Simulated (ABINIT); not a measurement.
# BaAlGeH (P3m1): G0W0 with ABINIT, start to end, part 2 of 2

Wanted: ground state, empty states, screening and self-energy for BaAlGeH (P3m1).

ABINIT 10.8.3; PBEsol and many-body steps on it, plane waves. Known limits of the many-body steps: not at the basis limit; mesh may overstate the screening; no spin-orbit coupling; coarse k mesh.

So far. Step 2 (Ground state): The gap is indirect, with the least direct gap 0.52 eV higher. Step 3 (Empty states on the mesh, 3×3×2 mesh, 80 bands): On this mesh the gap is 1.132 eV. The earlier step found 0.787 eV, so this mesh misses an edge.

**4. Screening, 3×3×2 mesh, 74 bands, screening to 106.1 eV**

The RPA dielectric matrix is built and inverted for each q.

This step: RPA screening on PBEsol, plane waves, norm-conserving pseudopotentials.

run.abi

```
acell 3*1.0 Angstrom
rprim 
  4.344840000012 -0.000000000003 0.000000000000
  -2.172420000004 3.762741815391 0.000000000000
  0.000000000000 0.000000000000 5.216060000000
ntypat 4
znucl 56 13 32 1
natom 4
typat 1 2 3 4
xred 
  0.000000000000 0.000000000000 0.000000000000
  0.666666666667 0.333333333333 0.539500000000
  0.333333333333 0.666666666667 0.455100000000
  0.666666666667 0.333333333333 0.870300000000
pp_dirpath "pseudos"
pseudos "Ba.upf, Al.upf, Ge.upf, H.upf"
ecut 56
ngkpt 3 3 2
nshiftk 1
shiftk 0 0 0
kptopt 1
chksymbreak 0
istwfk *1
occopt 1
irdwfk 1
optdriver 3
nband 74
ecuteps 3.9
inclvkb 2
awtr 1
symchi 1
indata_prefix "in"
outdata_prefix "out"
tmpdata_prefix "tmp"
```

Run with:

```bash
> OMP_NUM_THREADS=1 mpirun -n 4 abinit run.abi > log
```

Numbers of over 12 decimals in the logs are rounded to 6 here.

Output:

```text
.Version 10.8.3 of ABINIT. v10.8.2 released Aug 2026.

 Symmetries : space group P3 m 1 (#156); Bravais hP (primitive hexag.)
[... echo of the input left out ...]
== DATASET  1 ==================================================================
-   mpi_nproc: 4, omp_nthreads: 1 (-1 if OMP is not activated)

--- !DatasetInfo
iteration_state: {dtset: 1, }
dimensions: {natom: 4, nkpt: 6, mband: 74, nsppol: 1, nspinor: 1, nspden: 1, mpw: 11532, }
cutoff_energies: {ecut:  56.0, pawecutdg:  -1.0, }
electrons: {nelect:   3.60000000E+01, charge:   0.00000000E+00, occopt:   1.00000000E+00, tsmear:   1.00000000E-02, }

 SCREENING: Calculation of the susceptibility and dielectric matrices

 Based on a program developped by R.W. Godby, V. Olevano, G. Onida, and L. Reining.
 Incorporated in ABINIT by V. Olevano, G.-M. Rignanese, and M. Torrent.
.Using double precision arithmetic ; gwpc =  8

[... cell and pseudopotentials left out ...]
--------------------------------------------------------------------------------

 ==== K-mesh for the wavefunctions ====
 Number of points in the irreducible wedge :     6
[... list of points left out ...]
 Together with  6 symmetry operations and time-reversal symmetry
 yields    18 points in the full Brillouin Zone.

 ==== Q-mesh for the screening function ====
 Number of points in the irreducible wedge :     6
[... list of points left out ...]
 Together with  6 symmetry operations and time-reversal symmetry
 yields    18 points in the full Brillouin Zone.

 setmesh: FFT mesh size selected  =    32x   32x   45
          total number of points  =        46080

 vcoul_init : cutoff-mode = AUXILIARY_FUNCTION
 q-points for optical limit:   1
     1)      0.000010    0.000020    0.000030

- screening: taking advantage of time-reversal symmetry
- Maximum band index for partially occupied states nbvw = 18
- Remaining bands to be divided among processors   nbcw = 56
- Number of bands treated by each node ~14

 Number of electrons calculated from density =   36.0000; Expected =   36.0000
 average of density, n =  0.062558
 r_s =    1.5627
 omega_plasma =   24.1267 [eV]

 calculating chi0 at frequencies [eV] :
  1    0.000000E+00    0.000000E+00
  2    0.000000E+00    2.412671E+01

--------------------------------------------------------------------------------
  q-point number  1        q = ( 0.000000, 0.000000, 0.000000) [r.l.u.]
--------------------------------------------------------------------------------
[... chi0 elements left out ...]
 For q-point:  0.000010 0.000020 0.000030
  dielectric constant =  25.8487
  dielectric constant without local fields =  29.0174

  Average fulfillment of the sum rule on Im[epsilon] for q-point    1 :     41.82  [%]
[... wings left out ...]
  q-point number  2        q = ( 0.333333, 0.000000, 0.000000) [r.l.u.]
--------------------------------------------------------------------------------
[... chi0 elements left out ...]
  Average fulfillment of the sum rule on Im[epsilon] for q-point    2 :     47.38  [%]

 [... 4 further q-points ...]
```

The job ended after 58 s (4 MPI ranks of Intel Xeon Platinum 8259CL at 2.50GHz (Skylake/Cascade Lake), shared host; peak memory 1.2 GiB).

Numbers from this step:

- ε∞ with local fields, on this mesh, along the program's q direction: 25.85
- the same without local fields: 29.02
- plasma frequency: 24.13 eV
- plane waves in the screening matrix: 225

Local fields lower ε∞ by 11 %. On a Γ-centred mesh this coarse the value itself is usually too large, while a short band sum pulls it down.

**5. Self-energy, 3×3×2 mesh, 74 bands, screening to 106.1 eV**

The self-energy is evaluated for the states that the input lists, and the levels follow from it, in one-shot runs by the linearised quasiparticle equation.

This step: G0W0 on PBEsol, plane waves, norm-conserving pseudopotentials.

Edit run.abi of step 4 so:

```diff
@@ -25,8 +25,17 @@
 irdwfk 1
-optdriver 3
+optdriver 4
 nband 74
+gwcalctyp 0
+ecutsigx 56
+symsigma 1
+nkptgw 2
+kptgw 
+  0.0000000000 0.0000000000 0.5000000000
+  0.0000000000 0.0000000000 0.0000000000
+bdgw 
+  16 21
+  17 21
 ecuteps 3.9
-inclvkb 2
-awtr 1
-symchi 1
+irdscr 1
+ppmodel 1
 indata_prefix "in"
```

Output:

```text
.Version 10.8.3 of ABINIT. v10.8.2 released Aug 2026.

 Symmetries : space group P3 m 1 (#156); Bravais hP (primitive hexag.)
[... echo of the input left out ...]
== DATASET  1 ==================================================================
-   mpi_nproc: 4, omp_nthreads: 1 (-1 if OMP is not activated)

--- !DatasetInfo
iteration_state: {dtset: 1, }
dimensions: {natom: 4, nkpt: 6, mband: 74, nsppol: 1, nspinor: 1, nspden: 1, mpw: 11532, }
cutoff_energies: {ecut:  56.0, pawecutdg:  -1.0, }
electrons: {nelect:   3.60000000E+01, charge:   0.00000000E+00, occopt:   1.00000000E+00, tsmear:   1.00000000E-02, }

 SIGMA: Calculation of the GW corrections

 Based on a program developped by R.W. Godby, V. Olevano, G. Onida, and L. Reining.
 Incorporated in ABINIT by V. Olevano, G.-M. Rignanese, and M. Torrent.
.Using double precision arithmetic ; gwpc =  8

[... cell and pseudopotentials left out ...]
--------------------------------------------------------------------------------

 ==== K-mesh for the wavefunctions ====
 Number of points in the irreducible wedge :     6
[... list of points left out ...]
 Together with  6 symmetry operations and time-reversal symmetry
 yields    18 points in the full Brillouin Zone.

 ==== Q-mesh for screening function ====
 Number of points in the irreducible wedge :     6
[... list of points left out ...]
 Together with  6 symmetry operations and time-reversal symmetry
 yields    18 points in the full Brillouin Zone.

 vcoul_init : cutoff-mode = AUXILIARY_FUNCTION
 q-points for optical limit:   1
     1)      0.000010    0.000020    0.000030
 setmesh: FFT mesh size selected  =    48x   48x   72
          total number of points  =       165888

 Number of electrons calculated from density =   36.0000; Expected =   36.0000
 average of density, n =  0.062558
 r_s =    1.5627
 omega_plasma =   24.1267 [eV]

 === KS Band Gaps ===
  >>>> For spin  1
   Minimum direct gap =   1.3497 [eV], located at k-point      :   0.0000  0.0000  0.5000
   Fundamental gap    =   1.1320 [eV], Top of valence bands at :   0.0000  0.0000  0.5000
                                       Bottom of conduction at :   0.0000  0.0000  0.0000
 SIGMA fundamental parameters:
 PLASMON POLE MODEL  1
 number of plane-waves for SigmaX                11523
 number of plane-waves for SigmaC and W            225
 number of plane-waves for wavefunctions         11523
 number of bands                                    74
 number of independent spin polarizations            1
 number of spinorial components                      1
 number of k-points in IBZ                           6
 number of q-points in IBZ                           6
 number of symmetry operations                       6
 number of k-points in BZ                           18
 number of q-points in BZ                           18
 number of frequencies for dSigma/dE                 9
 frequency step for dSigma/dE [eV]                0.25
 number of omega for Sigma on real axis              0
 max omega for Sigma on real axis  [eV]           0.00
 zcut for avoiding poles [eV]                     0.10

 EPSILON^-1 parameters (SCR file):
 dimension of the eps^-1 matrix on file            225
 dimension of the eps^-1 matrix used               225
 number of plane-waves for wavefunctions         11523
 number of bands                                    74
 number of q-points in IBZ                           6
 number of frequencies                               2
 number of real frequencies                          1
 number of imag frequencies                          1

 matrix elements of self-energy operator (all in [eV])

 Perturbative Calculation

--- !SelfEnergy_ee
iteration_state: {dtset: 1, }
kpoint     : [   0.000,    0.000,    0.500, ]
spin       : 1
KS_gap     :    1.350
QP_gap     :    1.793
Delta_QP_KS:    0.443
data: !SigmaeeData |
     Band     E0 <VxcDFT>   SigX SigC(E0)      Z dSigC/dE  Sig(E)    E-E0       E
       16   5.840 -11.468 -12.932   1.428   0.779  -0.284 -11.496  -0.028   5.812
       17   5.840 -11.468 -12.932   1.428   0.779  -0.284 -11.496  -0.028   5.812
       18   5.885 -10.816 -12.000   1.185   0.776  -0.288 -10.815   0.001   5.886
       19   7.235 -10.942  -6.831  -3.543   0.782  -0.279 -10.498   0.444   7.679
       20   7.820  -9.640  -5.449  -3.679   0.789  -0.267  -9.236   0.405   8.225
       21   7.820  -9.640  -5.449  -3.679   0.789  -0.267  -9.236   0.405   8.225

--- !SelfEnergy_ee
iteration_state: {dtset: 1, }
kpoint     : [   0.000,    0.000,    0.000, ]
spin       : 1
KS_gap     :    1.553
QP_gap     :    1.939
Delta_QP_KS:    0.385
data: !SigmaeeData |
     Band     E0 <VxcDFT>   SigX SigC(E0)      Z dSigC/dE  Sig(E)    E-E0       E
       17   5.464 -10.985 -12.398   1.366   0.779  -0.284 -11.022  -0.036   5.428
       18   5.464 -10.985 -12.398   1.366   0.779  -0.284 -11.022  -0.036   5.428
       19   7.017 -10.278  -6.345  -3.487   0.783  -0.277  -9.929   0.349   7.367
       20   9.188 -10.155  -5.636  -3.909   0.784  -0.276  -9.677   0.479   9.666
       21   9.188 -10.155  -5.636  -3.909   0.784  -0.276  -9.677   0.479   9.666

== END DATASET(S) ==============================================================
================================================================================

 -outvars: echo values of variables after computation  --------
           etotal      0.0000000000E+00
            nband          74
             nkpt           6
          spgroup         156
 [... the other variables as echoed above ...]

 Calculation completed.
```

The job ended after 21 s (4 MPI ranks; peak memory 1 GiB).

Numbers from this step:

* G0W0 gap on the points computed: 1.481 eV
* starting gap on the mesh: 1.132 eV
* k of the valence top: 0, 0, 0.5
* k of the conduction bottom: 0, 0, 0
* Z at the valence top: 0.776
* Z at the conduction bottom: 0.783
* least direct G0W0 gap on the computed points: 1.793 eV

The gap on the mesh goes from 1.13 eV to 1.48 eV, a correction of +0.35 eV. The start differs from the 0.79 eV found before because the two sample other k points.

Limits: finite bands, cutoff and mesh; no spin-orbit coupling; coarse k mesh. v1 is the top filled band, c1 the lowest empty one. The levels before and after the correction (eV, zero at the valence-band top of each column):

|  | conduction bottom | valence top |
| --- | --- | --- |
| Kohn-Sham | 1.13 | 0.00 |
| G0W0 | 1.48 | 0.00 |

|  | level | energy (eV) |
| --- | --- | --- |
| Kohn-Sham | (0 0 0.5) v3-v2 | -0.045 |
| Kohn-Sham | (0 0 0.5) v1 | 0.000 |
| Kohn-Sham | (0 0 0.5) c1 | 1.350 |
| Kohn-Sham | (0 0 0.5) c2-c3 | 1.935 |
| Kohn-Sham | Γ v2-v1 | -0.422 |
| Kohn-Sham | Γ c1 | 1.132 |
| Kohn-Sham | Γ c2-c3 | 3.302 |
| G0W0 | (0 0 0.5) v3-v2 | -0.074 |
| G0W0 | (0 0 0.5) v1 | 0.000 |
| G0W0 | (0 0 0.5) c1 | 1.793 |
| G0W0 | (0 0 0.5) c2-c3 | 2.339 |
| G0W0 | Γ v2-v1 | -0.458 |
| G0W0 | Γ c1 | 1.481 |
| G0W0 | Γ c2-c3 | 3.780 |

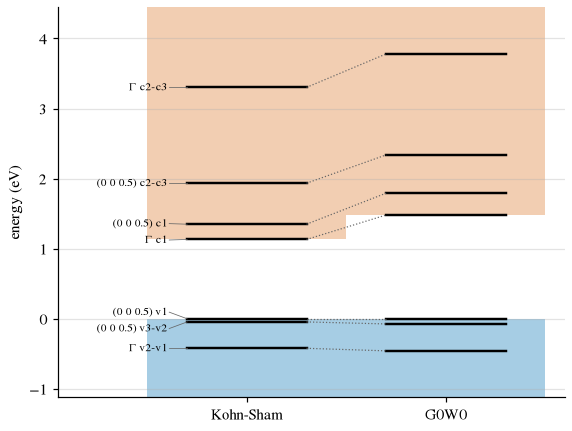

Levels before and after the correction. Shaded: valence and conduction bands.

**6. Where the time went**

Times are wall times on 4 MPI ranks of Intel Xeon Platinum 8259CL at 2.50GHz (Skylake/Cascade Lake), shared host, good to a factor of about two.

| step | time | share | memory (GiB) |
| --- | --- | --- | --- |
| ground state | 3.5 min | 51 % | 0.71 |
| empty states on the mesh | 2 min | 30 % | 0.5 |
| screening | 58 s | 14 % | 1.2 |
| self-energy | 21 s | 5 % | 1.0 |

**7. Summary of results**

| Property | Result |
| --- | --- |
| PBEsol gap | 0.79 eV, indirect |
| G0W0 gap on the mesh | 1.48 eV |
| G0W0 gap over the zone (rigid shift) | 1.14 eV |
| GW settings | 3×3×2 mesh, 74 bands, screening to 106.1 eV, Godby-Needs plasmon pole |
| known limits | not at the basis limit; mesh may overstate the screening; no spin-orbit coupling; coarse k mesh |

**Reading.** G0W0 moves the gap on the mesh from 1.13 eV to 1.48 eV (+0.35 eV), with Z of 0.78 and 0.78 at the edges. The mesh misses the band edges by 0.35 eV in all; a rigid shift gives 1.14 eV for the zone. Local fields lower the RPA ε∞ on this mesh from 29.02 to 25.85; a Γ-centred mesh this coarse tends to raise both, most where the direct gap is narrow, while a short band sum lowers them. Only 2 of the mesh's irreducible points were corrected, so a valley elsewhere could overtake. The dearest step here is «ground state». Bands and cutoff are finite, so the gap is not at the basis limit. The miss can reach some tenths of an eV and take either sign; the mesh is an error of its own. In the G0W0 run levels were corrected at 2 k points alone, so a gap called «on the mesh» is the least over those, and an edge elsewhere would be missed. A denser mesh or path gives a starting gap of 0.79 eV: the GW mesh misses a band edge, so its gaps are not the fundamental one. The 3×3×2 mesh is coarse for this cell, which bears on the long-range parts of exchange and screening. The RPA ε∞ on this mesh reaches over 25; with a narrow direct gap a coarse mesh can overstate it, and the correction is then too small. The many-body steps are scalar-relativistic: spin-orbit coupling is not in them.

[Paths, hosts, dates, memory and timing lines, banners, echoed tables and standing remarks are left out of the program output.]

[Logs are printed without paths, hosts, clocks, repeated set-up lines and the standing remarks that a program may print on its own settings, such as how far it seeks lower states.]

[Runs of the session that timed out or met a known fault of the program may be left out.]

[Hosts, paths, dates, database ids (printed as entryN), source tags and the programs' standing remarks are cut or masked in the printed files.]

[G0W0 gaps are taken among the corrected bands and points alone; a level outside them can change the order at an edge.]

[Where Ansatz stands beside ABINIT at settings called matched, ABINIT's density can come from a denser mesh and the files from another edition; pairs whose starting gaps differed by over 0.03 eV were left out, so agreement reads better than it is.]
